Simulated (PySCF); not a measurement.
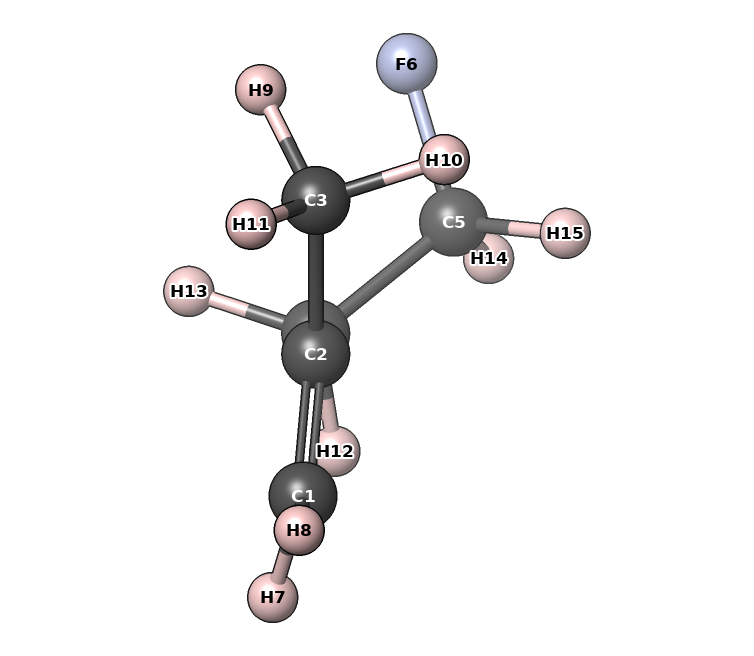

C4 lies behind C2. The molecule seen nearly along the C2–C4 bond, C2 in front. Atoms fade into the background with distance from the viewer. Geometry: a frame of a GFN2-xTB molecular-dynamics simulation, not a minimum.

Q: What is the torsion angle C3–C2–C4–C5? The sign is positive where the front bond must turn clockwise to cover the back bond.

A: 53°, synclinal (gauche).
